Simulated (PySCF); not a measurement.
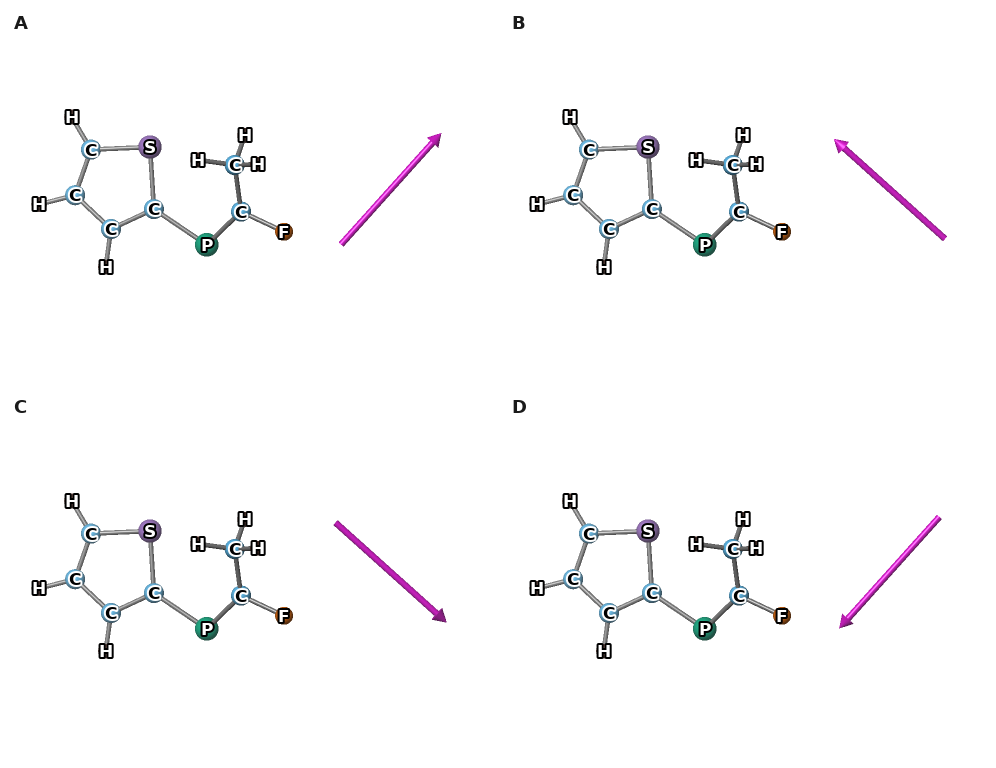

The same molecule four times, each with an arrow. The computed structure is the end point of a GFN2-xTB optimisation. No frequency run is at hand to confirm it as a minimum. Level of theory: B3LYP/def2-SVPD, gas phase (PySCF 2.14.0).

> Which arrow points along the dipole moment, from the negative to the positive end?

B. The dipole moment is 2.75 D.

The geometry is semi-empirical. Around P such bond lengths and angles can be off by a tenth of an ångström or more and by several degrees, and values that hang on the shape move with them.
